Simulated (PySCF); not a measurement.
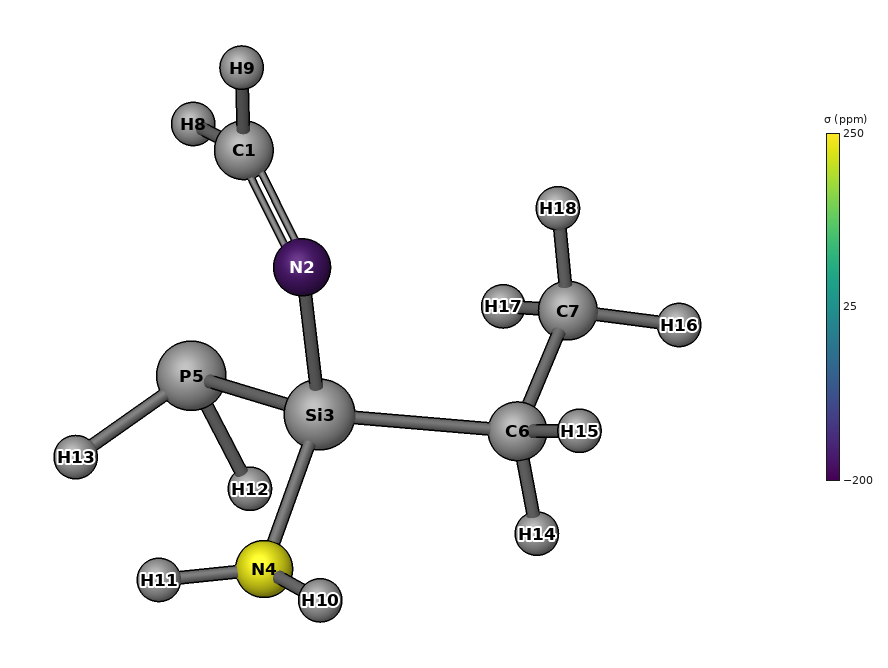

Atoms are coloured by their isotropic NMR shieldings (N only, the others grey). The geometry was computed by an optimisation with GFN2-xTB. No frequency run is at hand to confirm it as a minimum. Level of theory: GIAO PBE0/pcSseg-1 NMR shielding, non-relativistic, gas phase (PySCF 2.14.0).

Give the isotropic NMR shieldings of the N atoms atom by atom.

| atom | σ (ppm) |
| --- | --- |
| N2 | −172.4 |
| N4 | 233.4 |

The geometry is semi-empirical. Around P, Si such bond lengths and angles can be off by a tenth of an ångström or more and by several degrees, and values that hang on the shape move with them.
